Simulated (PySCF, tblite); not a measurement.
# C₇H₁₂Si: geometry, infrared bands and NMR shifts

What infrared bands and NMR shifts should C₇H₁₂Si (`CC/C=C/CC#C[SiH3]`) show?

Programs: tblite 0.8.0 and PySCF 2.14.0, with density-fitted response routines of our own. Each step states its level of theory. These are calculated values for one molecule in the gas phase, unless marked as measured. Atoms are numbered from 0 throughout.

### Step 1. The starting structure

20 atoms, charge 0, multiplicity 1; geometry from: force field or distance geometry start.

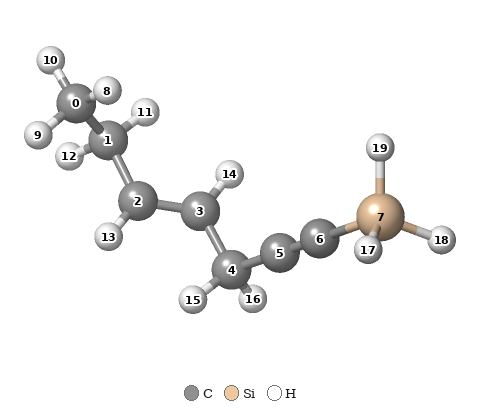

As it starts; carbon grey, silicon light orange, hydrogen white, atoms numbered.

### Step 2. Optimising the geometry with GFN2-xTB

The job: settings as JSON, then the geometry in Å.

```
{"job": {"kind": "relax", "xc": "GFN2-xTB", "basis": "xTB"}, "charge": 0, "multiplicity": 1}
C     -3.135400     0.473700     0.816600
C     -2.694000     0.252000    -0.602500
C     -1.499200    -0.666600    -0.673000
C     -0.359800    -0.253800    -1.220600
C      0.832400    -1.114900    -1.312900
C      1.939800    -0.496000    -0.582600
C      2.850800     0.020200     0.034700
Si     4.240100     0.803800     0.953500
H     -2.359100     0.880100     1.494500
H     -3.400500    -0.534600     1.250500
H     -4.076100     1.092600     0.859700
H     -2.441500     1.194800    -1.108100
H     -3.525000    -0.304400    -1.109500
H     -1.575300    -1.670800    -0.299400
H     -0.300000     0.775100    -1.594000
H      0.549100    -2.098200    -0.850500
H      1.125700    -1.332500    -2.374700
H      4.756500    -0.104200     1.999100
H      5.305800     1.032200    -0.034100
H      3.760600     2.062300     1.530500
```

Command:

```sh
$ OMP_NUM_THREADS=1 python probes_run.py task.json out
```

The driver reads the jobs from task.json and runs them one after another.

Log:

```text
step      E/eV     max force
  0    -618.72615    1.920
  1    -618.83357    2.192
  2    -618.84001    2.554
  3    -618.89605    0.547
  4    -618.91313    0.419
  5    -618.92995    0.499
  6    -618.94323    0.251
  7    -618.95035    0.236
  8    -618.95807    0.194
  9    -618.96247    0.148
 10    -618.96572    0.116
 11    -618.96790    0.093
 12    -618.96927    0.073
 13    -618.96990    0.054
 14    -618.97025    0.052
 15    -618.97058    0.045
 16    -618.97095    0.060
 17    -618.97126    0.043
 18    -618.97148    0.029
 19    -618.97166    0.032
 20    -618.97183    0.042
 21    -618.97196    0.033
 22    -618.97204    0.020
 23    -618.97208    0.014
 24    -618.97212    0.019
 25    -618.97215    0.017
 26    -618.97218    0.011
 27    -618.97220    0.011
 28    -618.97222    0.013
 29    -618.97224    0.015
 30    -618.97226    0.009
```

It took 0.23 s on 1 thread of Arm Neoverse V1, shared host.

Relaxation path:

```tsv
step	energy from step 0 (eV)	largest force (eV/Å)
0	0.0000	1.9200
1	-0.1074	2.1924
2	-0.1139	2.5536
3	-0.1699	0.5474
4	-0.1870	0.4192
5	-0.2038	0.4990
6	-0.2171	0.2510
7	-0.2242	0.2358
8	-0.2319	0.1938
9	-0.2363	0.1479
10	-0.2396	0.1159
11	-0.2418	0.0934
12	-0.2431	0.0733
13	-0.2438	0.0538
14	-0.2441	0.0522
15	-0.2444	0.0448
16	-0.2448	0.0596
17	-0.2451	0.0427
18	-0.2453	0.0290
19	-0.2455	0.0322
20	-0.2457	0.0425
21	-0.2458	0.0333
22	-0.2459	0.0199
23	-0.2459	0.0145
24	-0.2460	0.0187
25	-0.2460	0.0170
26	-0.2460	0.0107
27	-0.2461	0.0107
28	-0.2461	0.0135
29	-0.2461	0.0153
30	-0.2461	0.0090
```

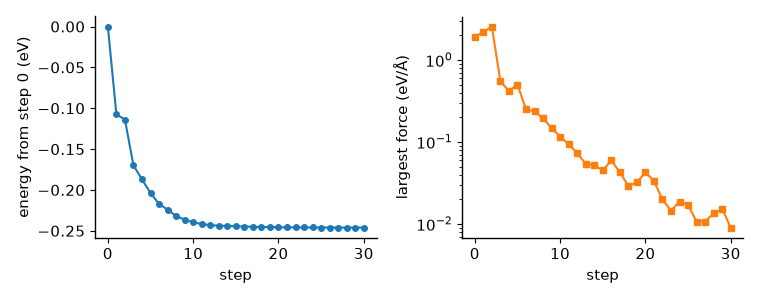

Energy and force, step by step.

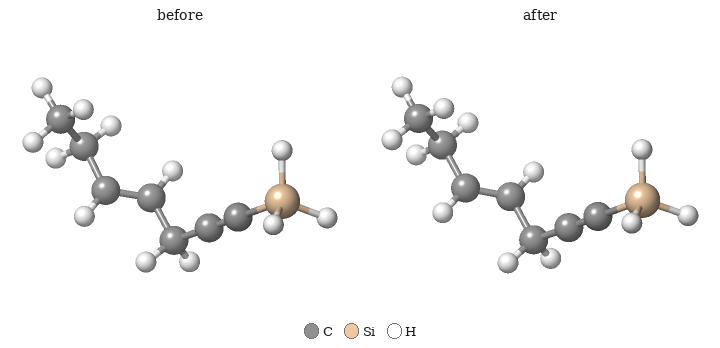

The geometry before (left) and after (right).

Close pairs (by a distance rule), those that changed most:

```tsv
bond	before (Å)	after (Å)	change (Å)
C0–H9	1.129	1.088	-0.041
C0–H10	1.127	1.087	-0.039
C4–H15	1.123	1.094	-0.029
C3–C4	1.474	1.502	+0.029
C1–H12	1.121	1.094	-0.027
C4–H16	1.123	1.097	-0.026
C0–C1	1.503	1.528	+0.026
C0–H8	1.108	1.088	-0.020
```

The next job starts from the end point, and lists it.

### Step 3. Infrared spectrum with GFN2-xTB

The job: settings as JSON, then the geometry in Å.

```
{"job": {"kind": "ir", "xc": "GFN2-xTB", "basis": "xTB"}, "charge": 0, "multiplicity": 1}
C     -3.165233     0.432538     0.843183
C     -2.731513     0.233064    -0.608594
C     -1.517830    -0.636769    -0.693429
C     -0.362968    -0.266148    -1.218258
C      0.855267    -1.142362    -1.291021
C      1.959545    -0.532669    -0.571273
C      2.858702     0.001579     0.027950
Si     4.251117     0.801254     0.932061
H     -2.364004     0.893776     1.416022
H     -3.410413    -0.522214     1.303374
H     -4.041763     1.074213     0.892762
H     -2.525134     1.201019    -1.069171
H     -3.550117    -0.237483    -1.161660
H     -1.631067    -1.630135    -0.275890
H     -0.238514     0.728731    -1.626490
H      0.642428    -2.127260    -0.865082
H      1.154396    -1.273279    -2.337913
H      4.712637    -0.111077     1.982614
H      5.332544     1.069889    -0.021339
H      3.766774     2.054011     1.519724
```

Log:

```text
mode    cm-1     km/mol
  1      15.0      0.00
  2      23.2      0.04
  3      62.2      0.15
  4      94.6      0.34
  5     138.2      0.93
  6     153.1      2.38
  7     193.1      1.61
  8     214.4      0.80
  9     282.1      2.05
 10     307.8      0.09
 11     381.0      1.74
 12     411.7      0.04
 13     509.7      0.60
 14     537.3     93.11
 15     537.6     93.26
 16     599.4     15.09
 17     757.3      3.37
 18     790.2    177.48
 19     790.9    178.83
 20     793.8    596.73
 21     821.3      4.59
 22     891.4      4.32
 23     957.0     15.84
 24    1011.2      7.47
 25    1035.0     11.22
 26    1079.1      2.74
 27    1086.1     13.30
 28    1104.8      0.29
 29    1133.7      5.35
 30    1165.8      0.49
 31    1229.4      1.05
 32    1251.0      0.92
 33    1288.7      2.10
 34    1299.1      4.18
 35    1339.6      2.04
 36    1410.0      0.69
 37    1432.1      2.02
 38    1480.8      0.61
 39    1500.8      2.20
 40    1505.5      2.17
 41    1737.0      0.18
 42    2231.0    444.54
 43    2234.0    444.73
 44    2248.0    193.72
 45    2319.5    177.99
 46    2913.8     31.44
 47    2946.1     46.98
 48    2953.1     27.58
 49    2985.4     26.08
 50    3031.9     27.79
 51    3035.0     53.39
 52    3039.9     25.89
 53    3044.0     37.52
 54    3059.5     86.57
```

Run time: 0.78 s. Hardware: 1 thread of Arm Neoverse V1, shared host.

The strongest bands and the atoms that carry them (share of the mass-weighted mode):

```tsv
cm⁻¹	km/mol	atoms
538	93.3	H19 48 %, H18 27 %
790	177.5	H17 54 %, H19 37 %
791	178.8	H18 57 %, H19 29 %
794	596.7	H18 31 %, H17 29 %, H19 27 %, Si7 11 %
2231	444.5	H18 73 %, H19 14 %
2234	444.7	H17 48 %, H19 47 %
2248	193.7	H17 39 %, H19 35 %, H18 23 %
2320	178.0	C5 52 %, C6 46 %
```

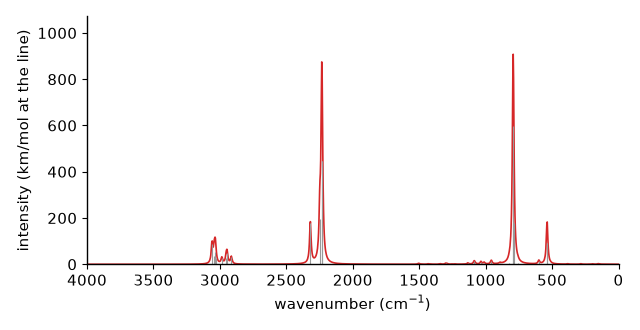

The infrared spectrum from these modes, unscaled. Lines are broadened to a width of 14 cm⁻¹ (Lorentzian).

### Step 4. Shielding tensors: PBE0/pcSseg-1

Same as in step 3 but for these lines:

```diff
@@ -1,2 +1,2 @@
-{"job": {"kind": "ir", "xc": "GFN2-xTB", "basis": "xTB"}, "charge": 0, "multiplicity": 1}
+{"job": {"kind": "nmr", "xc": "PBE0", "basis": "pcSseg-1"}, "charge": 0, "multiplicity": 1}
 C     -3.165233     0.432538     0.843183
```

Level: GIAO PBE0/pcSseg-1 NMR shielding, non-relativistic, gas phase.

Log:

```text
coarse grid: 16672 points
cycle   1  E = -562.7614176145  dE =  7.477e-01  |g| = 4.700e-01  |ddm| = 4.077e+00
cycle   2  E = -562.7545353455  dE =  6.882e-03  |g| = 5.001e-01  |ddm| = 1.086e+00
cycle   3  E = -562.8168416663  dE = -6.231e-02  |g| = 1.377e-01  |ddm| = 5.715e-01
cycle   4  E = -562.8210156061  dE = -4.174e-03  |g| = 5.099e-02  |ddm| = 1.348e-01
cycle   5  E = -562.8216707127  dE = -6.551e-04  |g| = 8.561e-03  |ddm| = 4.887e-02
cycle   6  E = -562.8216847584  dE = -1.405e-05  |g| = 3.553e-03  |ddm| = 1.099e-02
cycle   7  E = -562.8216877508  dE = -2.992e-06  |g| = 9.683e-04  |ddm| = 3.611e-03
final grid: 154848 points
cycle   8  E = -562.8710312046  dE = -3.708e-05  |g| = 7.299e-03  |ddm| = 4.229e-02
cycle   9  E = -562.8710295204  dE =  1.684e-06  |g| = 7.769e-03  |ddm| = 1.523e-02
cycle  10  E = -562.8710452630  dE = -1.574e-05  |g| = 1.066e-03  |ddm| = 7.621e-03
cycle  11  E = -562.8710455074  dE = -2.444e-07  |g| = 4.015e-04  |ddm| = 1.030e-03
cycle  12  E = -562.8710455446  dE = -3.722e-08  |g| = 1.116e-04  |ddm| = 3.562e-04
cycle  13  E = -562.8710455473  dE = -2.722e-09  |g| = 3.878e-05  |ddm| = 1.137e-04
cycle  14  E = -562.8710455477  dE = -3.522e-10  |g| = 9.300e-06  |ddm| = 3.970e-05
converged SCF energy = -562.8710455477

GIAO shielding tensors (ppm)
atom      isotropic    diamagn.    paramagn.     s11        s22        s33       span
  0 C      169.916     247.467     -77.551    159.301    164.671    185.776     26.475
  1 C      154.602     248.335     -93.733    144.267    149.464    170.074     25.806
  2 C       43.667     258.744    -215.076    -67.474     59.755    138.720    206.194
  3 C       54.955     259.132    -204.177    -53.265     78.073    140.058    193.323
  4 C      158.542     249.970     -91.427    145.217    157.669    172.741     27.525
  5 C       69.878     272.640    -202.762    -31.670    -28.033    269.337    301.007
  6 C      107.291     258.271    -150.980     28.118     34.329    259.427    231.309
  7 Si     448.835     882.583    -433.748    441.281    441.723    463.500     22.219
  8 H       30.766      31.901      -1.135     26.762     29.626     35.909      9.147
  9 H       30.653      29.904       0.749     26.978     28.686     36.296      9.318
 10 H       30.492      27.600       2.892     26.211     27.616     37.650     11.440
 11 H       29.702      31.965      -2.262     25.807     29.560     33.740      7.933
 12 H       29.502      28.940       0.562     25.164     28.202     35.140      9.976
 13 H       25.964      35.336      -9.372     22.857     25.271     29.764      6.907
 14 H       25.976      35.092      -9.116     22.994     25.133     29.801      6.808
 15 H       28.767      31.186      -2.419     24.682     28.705     32.914      8.232
 16 H       28.498      27.815       0.683     23.683     27.869     33.940     10.257
 17 H       27.499      28.977      -1.478     23.967     25.914     32.617      8.650
 18 H       27.480      28.097      -0.617     23.962     25.827     32.650      8.688
 19 H       27.486      30.349      -2.863     23.889     26.248     32.322      8.434
```

It took 43 s on 1 thread of Arm Neoverse V1, shared host; peak memory 0.91 GiB.

Shifts follow as δ = σ(reference) − σ, with reference shieldings (ppm) from runs at the same level and on the same kind of geometry: ¹H TMS 31.72, ¹³C TMS 186.9, ²⁹Si TMS 349.2. The references are single molecules in the gas phase. Atoms listed in one row are averaged.

```tsv
atoms	environment	σ (ppm)	δ (ppm)	δ scaled to CDCl3
C2	alkene CH	43.7	143.3	137.9
C3	alkene CH	55.0	132.0	126.9
C5	alkyne carbon	69.9	117.0	112.3
C6	alkyne carbon	107.3	79.6	75.8
C1	allylic sp3 CH2	154.6	32.3	29.6
C4	allylic sp3 CH2	158.5	28.4	25.8
C0	methyl carbon	169.9	17.0	14.7
H13	hydrogen on an alkene CH	25.96	5.75	5.53
H14	hydrogen on an alkene CH	25.98	5.74	5.52
H17, H18, H19	hydrogen on a silicon bonded to C	27.49	4.23	–
H15, H16	hydrogen on an allylic sp3 CH2	28.63	3.08	3.01
H11, H12	hydrogen on an allylic sp3 CH2	29.60	2.11	2.10
H8, H9, H10	hydrogen on a methyl carbon	30.64	1.08	1.12
Si7	silicon bonded to C, 3 H	448.8	-99.7	–
```

The scaled column applies a straight-line fit of computed shieldings to shifts measured in CDCl3 (root-mean-square error 0.16 ppm for H, 1.9 ppm for C).

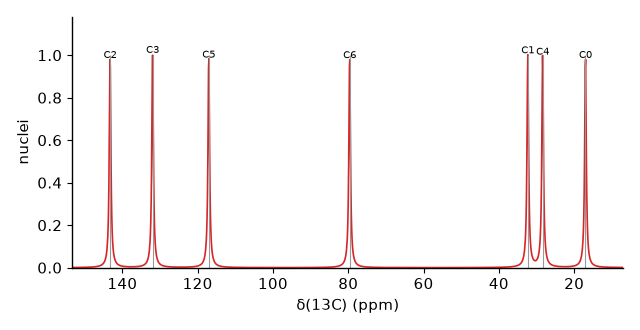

¹³C lines at the computed shifts, without couplings. Lines are broadened to a width of 0.50 ppm (Lorentzian).

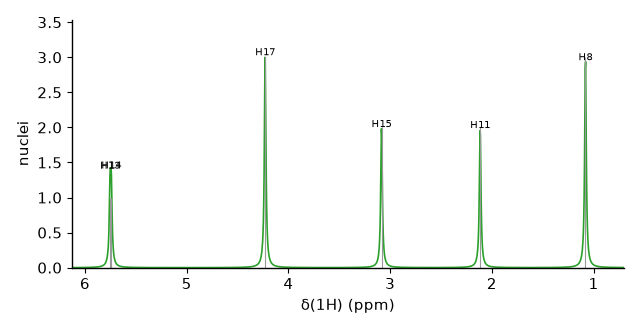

¹H lines at the computed shifts, without couplings. Lines are broadened to a width of 0.02 ppm (Lorentzian).

The run also stored atomic charges by several schemes (e):

```tsv
atoms	Mulliken	IAO	Hirshfeld	ESP fit
C0	-0.28	-0.42	-0.12	-0.17
C1	-0.21	-0.25	-0.06	0.16
C2	-0.17	-0.14	-0.04	-0.34
C3	-0.16	-0.15	-0.05	-0.10
C4	-0.13	-0.28	-0.05	-0.31
C5	0.08	0.00	-0.03	0.14
C6	-0.47	-0.38	-0.18	-0.39
Si7	0.51	0.63	0.33	0.45
```

Hirshfeld charges:

C0 -0.12; C1 -0.06; C2 -0.04; C3 -0.05; C4 -0.05; C5 -0.03; C6 -0.18; Si7 0.33; H8 0.04; H9 0.04; H10 0.04; H11 0.04; H12 0.04; H13 0.04; H14 0.04; H15 0.06; H16 0.06; H17 -0.07; H18 -0.07; H19 -0.07

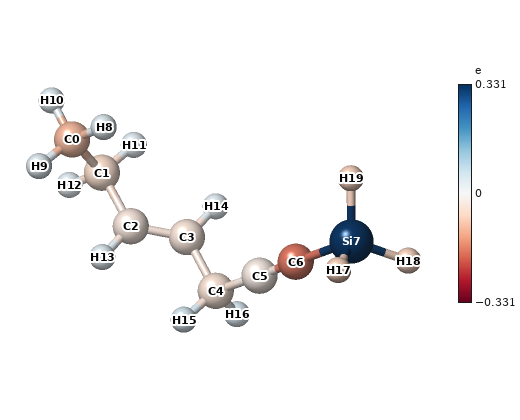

Hirshfeld charges, as colours on the atoms.

Mayer bond orders: C0–C1 1.04, C1–C2 1.04, C2–C3 1.89, C3–C4 1.05, C4–C5 1.05, C5–C6 2.50, C6–Si7 1.03.

Orbitals, density, ELF and potential are computed afterwards from the orbital file.

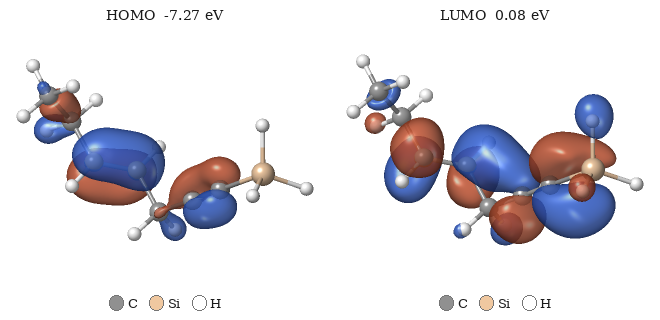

PBE0/pcSseg-1 orbitals near the gap, drawn at the value that encloses 70 % of each; the two colours are the two signs.

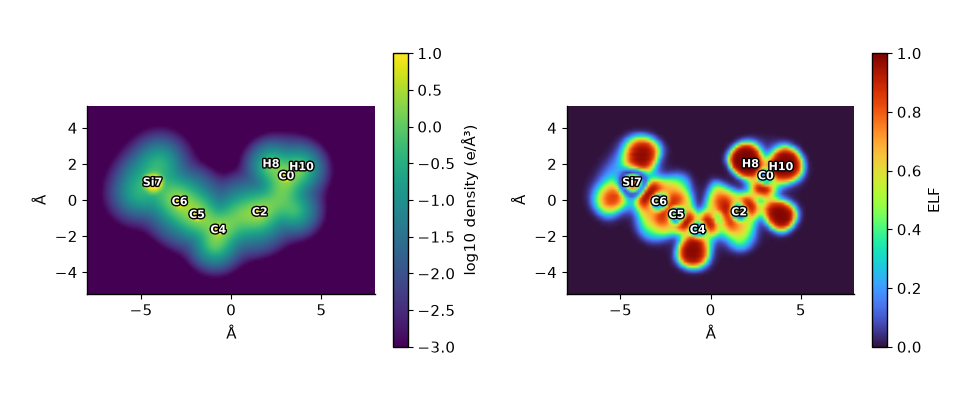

Density (left) and ELF (right) in a plane through or near 8 of the atoms.

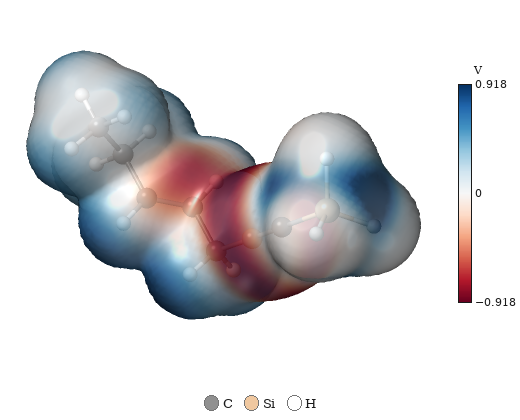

Electrostatic potential on the surface of density 0.002 e/bohr³; red is low, blue high. It runs from -0.87 V near C6 to 0.92 V near H19.

### Step 5. What came out

| quantity | value |
| --- | --- |
| strongest single infrared mode (GFN2-xTB) | 794 cm⁻¹, 597 km/mol |
| zero-point energy (GFN2-xTB) | 99.2 kcal/mol |
| ¹³C shifts against TMS (PBE0/pcSseg-1) | 143.3, 132.0, 117.0, 79.6, 32.3, 28.4, 17.0 ppm |
| ¹H shifts against TMS (PBE0/pcSseg-1, means over atoms taken as alike) | 5.75, 5.74, 4.23, 3.08, 2.11, 1.08 ppm |
| ²⁹Si shifts against TMS (PBE0/pcSseg-1) | -99.7 ppm |
| surface potential, least and greatest | -0.87 V and 0.92 V |

What this shows: Relaxing lowered the energy by 0.246 eV in 30 steps; the close pair that moved most is C0–H9, from 1.129 to 1.088 Å. No mode is imaginary among the 54: a minimum at this level. Unscaled tight-binding wavenumbers are off by several per cent, some by more. Its intensities can rank the bands wrongly. At PBE0/pcSseg-1: The largest span, 301 ppm, is at C5, where the paramagnetic term is -203 ppm.
